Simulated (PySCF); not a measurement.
# CH3F (fluoromethane) at CCSDT/STO-3G

Aim: the energy change on altering one bond length of CH3F (fluoromethane) at CCSDT/STO-3G, from 2 runs. 

The results are computed with PySCF 2.14.0.

8 further runs of the same task are left out: 8 set aside as unsound or not needed.

**1. The molecule**

The species is CH3F (5 atoms), meant as a singlet with charge 0. As SMILES, `CF`. The coordinates come from a PBE0-D4/def2-TZVP relaxation.

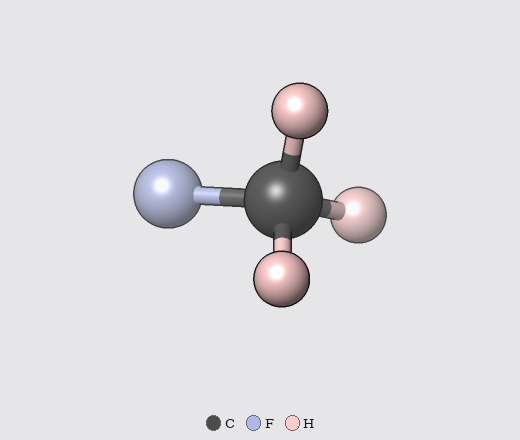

Viewed from a chosen angle; carbon dark grey, fluorine light blue, hydrogen pink.

**2. A single-point energy at CCSDT/STO-3G**

calc.py

```python
# CF
from pyscf import gto, scf, cc

mol = gto.Mole()
mol.atom = [
    ('C', (-0.050700, 0.032900, 0.007800)),
    ('F', (1.094100, -0.710500, -0.168600)),
    ('H', (-0.918700, -0.626900, -0.058000)),
    ('H', (-0.104800, 0.796000, -0.772000)),
    ('H', (-0.019800, 0.508500, 0.990700)),
]
mol.basis = 'sto-3g'
mol.verbose = 4
mol.max_memory = 1860
mol.build()

mf = scf.RHF(mol)
mf.conv_tol = 1e-10
mf.kernel()
if not mf.converged:
    mf = mf.newton().run(mf.mo_coeff, mf.mo_occ)

mycc = cc.CCSDT(mf, frozen=2)
mycc.kernel()
e_tot = mycc.e_tot
print('E(%s) = %.9f' % ('CCSDT', e_tot))
```

Launch:

```bash
$ OMP_NUM_THREADS=1 python calc.py
```

Standard output:

```text
PySCF version 2.14.0

[INPUT] num. atoms = 5
[INPUT] num. electrons = 18
[INPUT] charge = 0
[INPUT] spin (= nelec alpha-beta = 2S) = 0
[INPUT] symmetry False subgroup None
[INPUT] Mole.unit = angstrom
[INPUT] Symbol           X                Y                Z      unit          X                Y                Z       unit  Magmom
[INPUT]  1 C     -0.050700000000   0.032900000000   0.007800000000 AA   -0.095809114515   0.062171989498   0.014739863772 Bohr   0.0
[INPUT]  2 F      1.094100000000  -0.710500000000  -0.168600000000 AA    2.067549352887  -1.342650411503  -0.318607824602 Bohr   0.0
[INPUT]  3 H     -0.918700000000  -0.626900000000  -0.058000000000 AA   -1.736091390638  -1.184669307490  -0.109604115225 Bohr   0.0
[INPUT]  4 H     -0.104800000000   0.796000000000  -0.772000000000 AA   -0.198043297854   1.504221995154  -1.458868568164 Bohr   0.0
[INPUT]  5 H     -0.019800000000   0.508500000000   0.990700000000 AA   -0.037416577266   0.960925734341   1.872151671607 Bohr   0.0

nuclear repulsion = 37.4512500732958
number of shells = 9
number of NR pGTOs = 39
number of NR cGTOs = 13
basis = sto-3g
ecp = {}

******** <class 'pyscf.scf.hf.RHF'> ********
method = RHF
initial guess = minao
damping factor = 0
level_shift factor = 0
DIIS = <class 'pyscf.scf.diis.CDIIS'>
diis_start_cycle = 1
diis_space = 8
diis_damp = 0
SCF conv_tol = 1e-10
SCF conv_tol_grad = None
SCF max_cycles = 50
direct_scf = True
direct_scf_tol = 1e-13
Set gradient conv threshold to 1e-05
Initial guess from minao.
init E= -137.096374986178
  HOMO = -0.375952268948302  LUMO = 0.375863570528709  gap/eV = 20.45795
cycle= 1 E= -137.106824255754  delta_E= -0.0104  |g|= 0.37  |ddm|= 2.34
  HOMO = -0.317819121201163  LUMO = 0.575347270020712  gap/eV = 24.30430
cycle= 2 E= -137.165442842522  delta_E= -0.0586  |g|= 0.0882  |ddm|= 0.621
  HOMO = -0.401984964695329  LUMO = 0.606275962335107  gap/eV = 27.43618
cycle= 3 E= -137.168114599509  delta_E= -0.00267  |g|= 0.022  |ddm|= 0.12
  HOMO = -0.417008702956483  LUMO = 0.596982630153812  gap/eV = 27.59211
cycle= 4 E= -137.168410232844  delta_E= -0.000296  |g|= 0.0032  |ddm|= 0.0513
  HOMO = -0.416002534052547  LUMO = 0.598297371250984  gap/eV = 27.60051
cycle= 5 E= -137.168416340831  delta_E= -6.11e-06  |g|= 0.000335  |ddm|= 0.00833
  HOMO = -0.416180447324127  LUMO = 0.598283876520617  gap/eV = 27.60498
cycle= 6 E= -137.168416395551  delta_E= -5.47e-08  |g|= 1.52e-05  |ddm|= 0.000683
  HOMO = -0.416187305238491  LUMO = 0.59825815075529  gap/eV = 27.60447
cycle= 7 E= -137.168416395652  delta_E= -1.01e-10  |g|= 1.52e-06  |ddm|= 2.8e-05
  HOMO = -0.416187968118528  LUMO = 0.598259584855435  gap/eV = 27.60452
cycle= 8 E= -137.168416395653  delta_E= -7.39e-13  |g|= 6.56e-08  |ddm|= 2.56e-06
  HOMO = -0.416187873841597  LUMO = 0.598259413993895  gap/eV = 27.60452
Extra cycle  E= -137.168416395653  delta_E= 1.14e-13  |g|= 1.28e-08  |ddm|= 8.88e-08
converged SCF energy = -137.168416395653

******** <class 'pyscf.cc.rccsdt.RCCSDT'> ********
RCCSDT nocc = 7, nmo = 11
Allocating only the i<=j<=k part of the T3 amplitude in memory
frozen orbitals 2
max_cycle = 50
conv_tol = 1e-07
conv_tol_normt = 1e-06
diis with the T3 amplitude
diis_space = 6
diis_start_cycle = 0
diis_start_energy_diff = 1e+09
einsum_backend: numpy
_make_eris_incore_RCCSDT
blksize  7    blksize_oovv  4    blksize_oooo  4    blksize_vvvv  1

WARN: A large `blksize` is being used, which may cause large memory consumption
      for storing contraction intermediates. If memory is sufficient, consider using
      `pyscf.cc.rccsdt_highm.RCCSDT` instead.

Approximate memory usage estimate
    T3 memory                42.0 KB
    R3 memory                42.0 KB
    Symmetrized T3 memory    28.0 KB
    ERIs memory               114 KB
    T1-ERIs memory            114 KB
    Intermediates memory      114 KB
    Block workspace          88.0 KB
    T3 einsum buffer         88.0 KB
Total estimated memory        631 KB
Init t2, MP2 energy = -137.236208893755  E_corr(MP2) -0.067792498102
Init E_corr(RCCSDT) = -0.0677924981019921
cycle =  1  E_corr(RCCSDT) = -0.084269509818  dE = -1.647701171551e-02  norm(d tamps) = 4.83992254e-02
cycle =  2  E_corr(RCCSDT) = -0.090564210577  dE = -6.294700759465e-03  norm(d tamps) = 1.86309931e-02
cycle =  3  E_corr(RCCSDT) = -0.093496454482  dE = -2.932243905492e-03  norm(d tamps) = 7.77051049e-03
cycle =  4  E_corr(RCCSDT) = -0.094291060299  dE = -7.946058165071e-04  norm(d tamps) = 2.99242449e-03
cycle =  5  E_corr(RCCSDT) = -0.094320242166  dE = -2.918186697526e-05  norm(d tamps) = 5.82971000e-04
cycle =  6  E_corr(RCCSDT) = -0.094324759998  dE = -4.517831746903e-06  norm(d tamps) = 1.76502052e-04
cycle =  7  E_corr(RCCSDT) = -0.094325644101  dE = -8.841032738821e-07  norm(d tamps) = 3.72715385e-05
cycle =  8  E_corr(RCCSDT) = -0.094325642221  dE =  1.880166883295e-09  norm(d tamps) = 1.24830458e-05
cycle =  9  E_corr(RCCSDT) = -0.094325580685  dE =  6.153611779858e-08  norm(d tamps) = 4.85139351e-06
cycle = 10  E_corr(RCCSDT) = -0.094325691436  dE = -1.107509538523e-07  norm(d tamps) = 1.18964593e-06
cycle = 11  E_corr(RCCSDT) = -0.094325730516  dE = -3.908046827816e-08  norm(d tamps) = 4.41247719e-07
RCCSDT converged
E(RCCSDT) = -137.2627421261686   E_corr = -0.0943257305161004
E_corr(same-spin) = -0.00467869483721002
E_corr(oppo-spin) = -0.0896470356788904
E(CCSDT) = -137.262742126
```

Wall time 0.79 s (1 thread of Intel Xeon Platinum 8488C (Sapphire Rapids), shared host); peak memory 0.1 GiB.

**3. The distorted shape at the same level**

geometry.xyz

```xyz
5
CH3F
C      0.383276     0.362782     0.040698
F      1.528076    -0.380618    -0.135702
H     -0.918700    -0.626900    -0.058000
H      0.329176     1.125882    -0.739102
H      0.414176     0.838382     1.023598
```

job.py

```python
from pyscf import gto, scf, cc

molecule = gto.M(
    atom='geometry.xyz',
    max_memory=1860,
    basis='sto-3g',
    verbose=3,
)

mf = scf.RHF(molecule)
mf.conv_tol = 1e-10
mf.kernel()
if not mf.converged:
    mf = mf.newton().run(mf.mo_coeff, mf.mo_occ)

mycc = cc.CCSDT(mf, frozen=2)
mycc.kernel()
e_tot = mycc.e_tot
print(f'total energy: {e_tot:.8f} hartree')
```

Launch:

```bash
$ OMP_NUM_THREADS=1 python job.py
```

Standard output:

```text
converged SCF energy = -137.051129902431
_make_eris_incore_RCCSDT

WARN: A large `blksize` is being used, which may cause large memory consumption
      for storing contraction intermediates. If memory is sufficient, consider using
      `pyscf.cc.rccsdt_highm.RCCSDT` instead.

RCCSDT converged
E(RCCSDT) = -137.1826795727912   E_corr = -0.1315496703600193
E_corr(same-spin) = -0.00670360863004387
E_corr(oppo-spin) = -0.124846061729975
total energy: -137.18267957 hartree
```

It took 0.97 s on 1 thread of Intel Xeon Platinum 8488C (Sapphire Rapids), shared host; peak memory 0.11 GiB.

**4. Results**

At CCSDT/STO-3G, 2 core orbitals frozen:

| quantity | value |
| --- | --- |
| first shape: total energy | -137.26274 Eh |
| first shape: dipole moment (Hartree–Fock density) | 1.15 D |
| first shape: HOMO energy (Hartree–Fock orbitals) | -11.33 eV |
| first shape: LUMO energy (Hartree–Fock orbitals) | 16.28 eV |
| first shape: HOMO–LUMO gap (Hartree–Fock orbitals) | 27.60 eV |
| first shape: correlation energy (2 core orbitals frozen) | -94.3 mEh |
| first shape: T1 diagnostic | 0.006 |
| distorted shape: total energy | -137.18268 Eh |
| distorted shape: dipole moment (Hartree–Fock density) | 1.02 D |
| distorted shape: HOMO energy (Hartree–Fock orbitals) | -9.50 eV |
| distorted shape: LUMO energy (Hartree–Fock orbitals) | 8.57 eV |
| distorted shape: HOMO–LUMO gap (Hartree–Fock orbitals) | 18.08 eV |
| distorted shape: correlation energy (2 core orbitals frozen) | -131.5 mEh |
| distorted shape: T1 diagnostic | 0.008 |
| energy change with the C1–H3 bond stretched from 1.092 to 1.638 Å | 2.179 eV |

With the C1–H3 bond stretched from 1.092 to 1.638 Å the energy rises by 2.18 eV (210 kJ/mol). The first shape isn't relaxed at this level, so the change isn't measured from a minimum. The minimal basis adds a large error of its own. Mulliken charges (first shape) of the mean-field density run from -0.15 on F2 to +0.07 on H3.
